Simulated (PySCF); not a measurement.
## What a change does: NMR shielding calculation on C$_{3}$H$_{14}$NOPSi$_{2}$

System: C$_{3}$H$_{14}$NOPSi$_{2}$.
Method of the first run: GIAO PBE0/pcSseg-1 NMR shielding, non-relativistic, IEF-PCM benzene (PySCF 2.14.0).

The geometry comes from this level: PBE0-D3(BJ)/def2-SVP. Text and figures count atoms from 1; the logs count them from 0 in places.

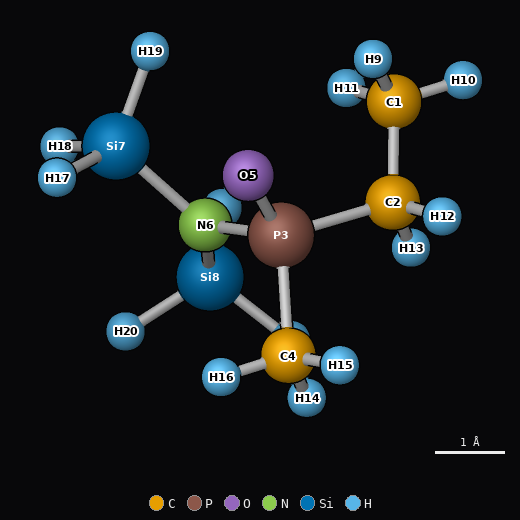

The input geometry (ball-and-stick view, seen at a tilt; atoms are numbered from 1 in the order of the input). Bond lengths as drawn: C–C 1.52 Å, C–H 1.10 Å, C–P 1.81 to 1.82 Å, H–Si 1.49 to 1.50 Å, N–P 1.69 Å, N–Si 1.75 to 1.78 Å and O–P 1.50 Å.

### Input file, the first run
```
{"job": {"kind": "nmr", "xc": "PBE0", "basis": "pcSseg-1", "solvent": "benzene", "pop": true}, "charge": 0, "multiplicity": 1}
C     -1.730316    -1.578452     1.436916
C     -1.360597    -0.659969     0.280627
P     -0.050821     0.503913     0.765877
C      0.301189     1.520587    -0.686766
O     -0.369077     1.285481     2.007363
N      1.337700    -0.411594     1.086365
Si     1.900416    -0.173112     2.759712
Si     2.141659    -1.543809     0.014143
H     -2.006730    -0.984149     2.319730
H     -2.576702    -2.228833     1.172774
H     -0.882849    -2.221611     1.719237
H     -2.220900    -0.039961    -0.023334
H     -1.037820    -1.222847    -0.611526
H      0.616801     0.914589    -1.548153
H     -0.598931     2.093912    -0.951831
H      1.100724     2.224657    -0.415453
H      2.366541     1.212978     3.027684
H      3.091051    -1.085066     2.820427
H      0.917885    -0.635582     3.775723
H      3.577465    -1.184537    -0.176167
H      2.058212    -2.943152     0.529445
H      1.446583    -1.480791    -1.308230
```

The first line tells a small driver script what to run in PySCF; the rest is the geometry in Å.

Launched with:
```bash
OMP_NUM_THREADS=1 python <driver script> task.json out
```

Hardware: 1 CPU thread, shared host.

### Output (the first run)
```
coarse grid: 18960 points
cycle   1  E = -1172.1802922919  dE =  7.172e-01  |g| = 9.579e-01  |ddm| = 4.190e+00
cycle   2  E = -1171.7455515019  dE =  4.347e-01  |g| = 1.737e+00  |ddm| = 3.030e+00
cycle   3  E = -1172.3473106756  dE = -6.018e-01  |g| = 2.405e-01  |ddm| = 2.424e+00
cycle   4  E = -1172.3584204989  dE = -1.111e-02  |g| = 8.255e-02  |ddm| = 2.531e-01
cycle   5  E = -1172.3596512724  dE = -1.231e-03  |g| = 3.207e-02  |ddm| = 8.466e-02
cycle   6  E = -1172.3598809694  dE = -2.297e-04  |g| = 4.290e-03  |ddm| = 3.080e-02
cycle   7  E = -1172.3598846452  dE = -3.676e-06  |g| = 8.885e-04  |ddm| = 3.997e-03
final grid: 166816 points
cycle   8  E = -1172.4146706038  dE = -2.279e-05  |g| = 1.163e-02  |ddm| = 2.711e-02
cycle   9  E = -1172.4146263265  dE =  4.428e-05  |g| = 1.897e-02  |ddm| = 2.490e-02
cycle  10  E = -1172.4146982825  dE = -7.196e-05  |g| = 2.620e-03  |ddm| = 1.729e-02
cycle  11  E = -1172.4146996599  dE = -1.377e-06  |g| = 1.497e-04  |ddm| = 2.219e-03
cycle  12  E = -1172.4146996637  dE = -3.890e-09  |g| = 6.443e-05  |ddm| = 2.011e-04
cycle  13  E = -1172.4146996646  dE = -8.981e-10  |g| = 2.246e-05  |ddm| = 8.219e-05
converged SCF energy = -1172.4146996646

GIAO shielding tensors (ppm)
atom      isotropic    diamagn.    paramagn.     s11        s22        s33       span
  0 C      178.855     247.018     -68.162    172.888    177.012    186.667     13.779
  1 C      156.913     260.245    -103.331    145.854    150.752    174.134     28.280
  2 P      279.317     968.040    -688.723    225.392    227.494    385.066    159.674
  3 C      166.577     258.951     -92.374    152.557    157.662    189.513     36.956
  4 O      204.198     398.048    -193.850    126.516    173.066    313.012    186.497
  5 N      233.625     337.266    -103.641    185.890    238.018    276.968     91.077
  6 Si     407.188     878.455    -471.267    353.492    404.866    463.205    109.713
  7 Si     407.126     880.928    -473.802    367.378    388.167    465.832     98.454
  8 H       29.760      29.657       0.103     24.885     28.847     35.549     10.664
  9 H       30.150      27.990       2.160     25.082     27.103     38.267     13.185
 10 H       30.305      31.062      -0.758     25.168     30.511     35.235     10.067
 11 H       29.773      33.688      -3.915     25.066     28.820     35.433     10.367
 12 H       29.726      35.875      -6.149     26.336     28.941     33.902      7.567
 13 H       29.806      34.069      -4.262     25.583     29.058     34.778      9.196
 14 H       29.875      31.837      -1.962     25.824     27.503     36.299     10.475
 15 H       29.815      31.307      -1.492     25.976     27.701     35.768      9.792
 16 H       26.532      27.970      -1.438     22.602     24.554     32.440      9.838
 17 H       26.888      27.390      -0.501     23.345     25.647     31.674      8.329
 18 H       26.580      28.102      -1.522     22.494     25.446     31.799      9.305
 19 H       26.670      29.296      -2.625     23.035     24.407     32.569      9.534
 20 H       26.685      29.588      -2.903     23.076     24.733     32.246      9.170
 21 H       26.874      31.689      -4.815     23.393     26.311     30.917      7.524
```

For the second run the input was changed thus:
```diff
-"solvent": "benzene"
-"pop": true
+"solvent": "methanol"
+"pop": false
```

What does this change do to the results?

The total energy of the second run is 4.3 kcal/mol lower: the change of the electrostatic solvation energy at this fixed geometry, without cavity or dispersion terms. The LUMO goes from 0.19 to 0.27 eV. The dipole moment goes from 4.21 to 5.12 D. Of all shieldings, the largest change is that of O5, by +11.6 ppm. The number of SCF iterations is the same.

### Output (the second run)
```
coarse grid: 18960 points
cycle   1  E = -1172.1953469912  dE =  7.025e-01  |g| = 9.464e-01  |ddm| = 4.189e+00
cycle   2  E = -1171.8570885664  dE =  3.383e-01  |g| = 1.604e+00  |ddm| = 2.617e+00
cycle   3  E = -1172.3573967795  dE = -5.003e-01  |g| = 2.095e-01  |ddm| = 2.020e+00
cycle   4  E = -1172.3657613401  dE = -8.365e-03  |g| = 6.747e-02  |ddm| = 2.074e-01
cycle   5  E = -1172.3665777130  dE = -8.164e-04  |g| = 2.718e-02  |ddm| = 6.894e-02
cycle   6  E = -1172.3667412729  dE = -1.636e-04  |g| = 3.637e-03  |ddm| = 2.580e-02
cycle   7  E = -1172.3667438436  dE = -2.571e-06  |g| = 6.824e-04  |ddm| = 3.076e-03
final grid: 166816 points
cycle   8  E = -1172.4215178403  dE = -2.370e-05  |g| = 1.138e-02  |ddm| = 2.689e-02
cycle   9  E = -1172.4214799459  dE =  3.789e-05  |g| = 1.800e-02  |ddm| = 2.329e-02
cycle  10  E = -1172.4215445545  dE = -6.461e-05  |g| = 2.384e-03  |ddm| = 1.563e-02
cycle  11  E = -1172.4215456886  dE = -1.134e-06  |g| = 1.294e-04  |ddm| = 1.940e-03
cycle  12  E = -1172.4215456914  dE = -2.815e-09  |g| = 5.455e-05  |ddm| = 1.638e-04
cycle  13  E = -1172.4215456920  dE = -6.171e-10  |g| = 2.058e-05  |ddm| = 6.857e-05
converged SCF energy = -1172.4215456920

GIAO shielding tensors (ppm)
atom      isotropic    diamagn.    paramagn.     s11        s22        s33       span
  0 C      179.117     247.408     -68.292    173.369    177.108    186.872     13.503
  1 C      157.144     260.036    -102.892    146.259    150.437    174.737     28.478
  2 P      274.563     968.347    -693.785    223.837    229.591    370.260    146.423
  3 C      166.780     258.902     -92.122    152.880    157.289    190.172     37.292
  4 O      215.773     399.298    -183.525    143.420    183.847    320.053    176.634
  5 N      233.696     337.275    -103.579    186.156    238.706    276.225     90.069
  6 Si     407.224     878.463    -471.239    354.718    403.253    463.702    108.984
  7 Si     406.289     880.928    -474.639    367.202    386.871    464.793     97.591
  8 H       30.010      29.934       0.076     25.152     29.134     35.746     10.594
  9 H       30.049      27.941       2.108     24.976     26.958     38.214     13.238
 10 H       30.255      31.094      -0.839     25.125     30.430     35.211     10.086
 11 H       29.622      33.516      -3.893     24.847     28.649     35.371     10.524
 12 H       29.484      35.591      -6.108     26.004     28.617     33.830      7.826
 13 H       29.560      33.784      -4.224     25.254     28.748     34.679      9.425
 14 H       29.753      31.658      -1.905     25.634     27.338     36.286     10.653
 15 H       29.824      31.220      -1.396     25.954     27.667     35.851      9.897
 16 H       26.609      28.105      -1.496     22.707     24.615     32.505      9.798
 17 H       26.848      27.390      -0.542     23.292     25.597     31.656      8.364
 18 H       26.659      28.238      -1.579     22.595     25.508     31.874      9.279
 19 H       26.692      29.333      -2.641     23.046     24.444     32.586      9.540
 20 H       26.697      29.619      -2.922     23.074     24.761     32.256      9.183
 21 H       26.731      31.495      -4.764     23.202     26.185     30.806      7.604
```

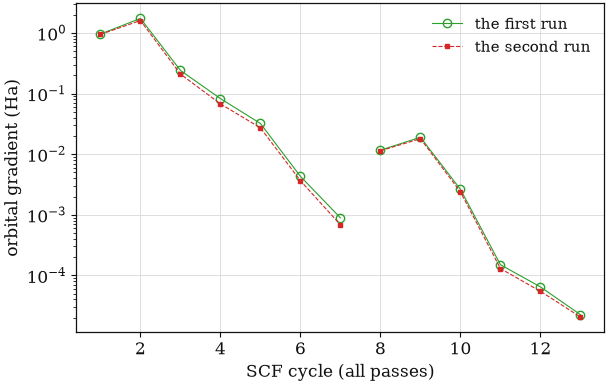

Convergence of the two runs: orbital gradient against the SCF cycle. A break in a curve parts two SCF passes (coarse and final grid). The first run takes 13 cycles in all, and the second run takes 13.

### The two runs side by side

| quantity | the first run | the second run |
| --- | --- | --- |
| outcome | converged | converged |
| total energy (hartree) | −1172.414700 | −1172.421546 |
| HOMO (eV) | −7.59 | −7.58 |
| LUMO (eV) | 0.19 | 0.27 |
| dipole moment (D) | 4.21 | 5.12 |
| shielding of C1 (ppm) | 178.9 | 179.1 |
| shielding of P3 (ppm) | 279.3 | 274.6 |
| shielding of O5 (ppm) | 204.2 | 215.8 |
| shielding of Si8 (ppm) | 407.1 | 406.3 |
| shielding of H9 (ppm) | 29.8 | 30.0 |
| shielding of H13 (ppm) | 29.7 | 29.5 |
| shielding of H14 (ppm) | 29.8 | 29.6 |
| SCF iterations | 13 | 13 |
| basis functions | 227 | 227 |
| wall time (shared host) | 55 s | 49 s |
